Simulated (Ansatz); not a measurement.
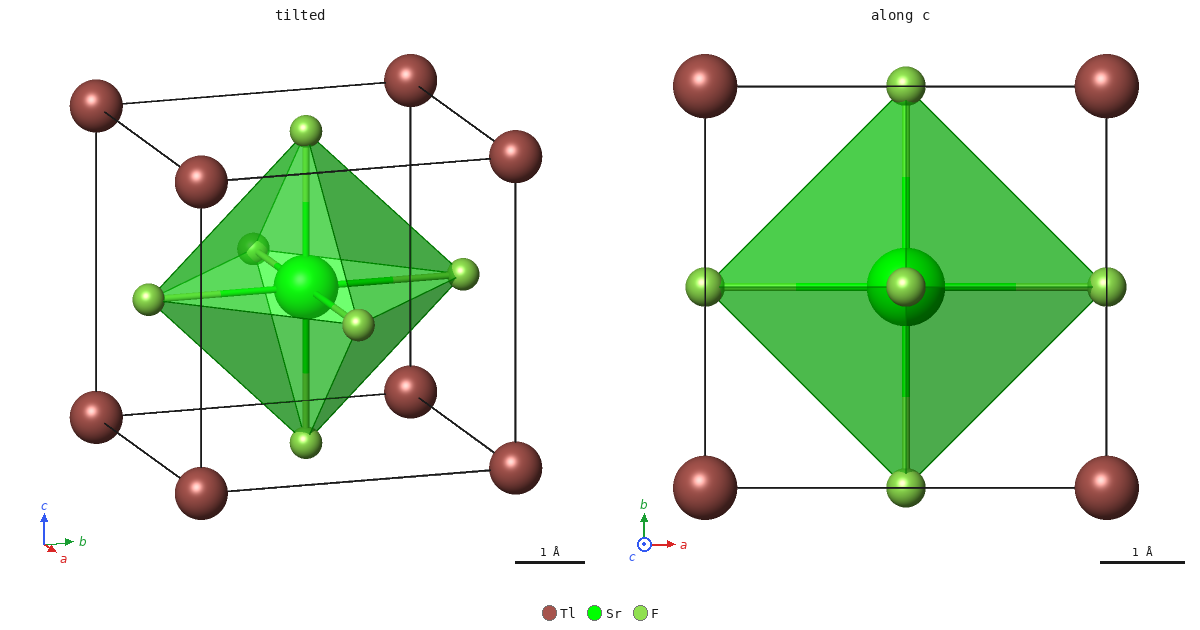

An orthographic polyhedral view of the structure, slightly off an axis and along the c axis. Thin lines show the conventional unit cell, with boundary atoms drawn in all their periodic places.

SrTlF3, space group P4/mmm (No. 123), a = 4.826 Å, b = 4.826 Å, c = 4.673 Å, α = 90.00°, β = 90.00°, γ = 90.00°. The structure was taken from a structure type filled with these elements by a generator (whether the compound takes this form wasn't checked). The cell was then strained or its atoms displaced on purpose. It was run through Ansatz as a DFT input.

This one geometry was computed with Ansatz (DFT, plane waves, PAW) at three levels of theory: PBE, HSE06 and r2SCAN. It was relaxed with r2SCAN and then strained.

**Which level gives the highest pressure at this volume, and what does that say about its equilibrium volume?**

Highest: PBE (0.1 GPa), which points to the largest equilibrium volume. Lowest, with the smallest volume: r2SCAN (-1.7 GPa). Levels within 0.5 GPa of each other can't be told apart.

**How does the band gap change with the level of theory?**

PBE: a gap of 4.28 eV, direct; r2SCAN: a gap of 4.77 eV, direct; HSE06: a gap of 5.75 eV, direct.

**Collect the results in a table.**

| level | cutoff (eV) | k-mesh of the run's cell | gap (eV) | pressure (GPa) |
| --- | --- | --- | --- | --- |
| PBE | 420 | 6×6×6 | 4.28 | 0.1 |
| HSE06 | 420 | 4×4×4 | 5.75 | -0.7 |
| r2SCAN | 500 | 6×6×6 | 4.77 | -1.7 |

Gaps are taken on the k-mesh or band path of each run.
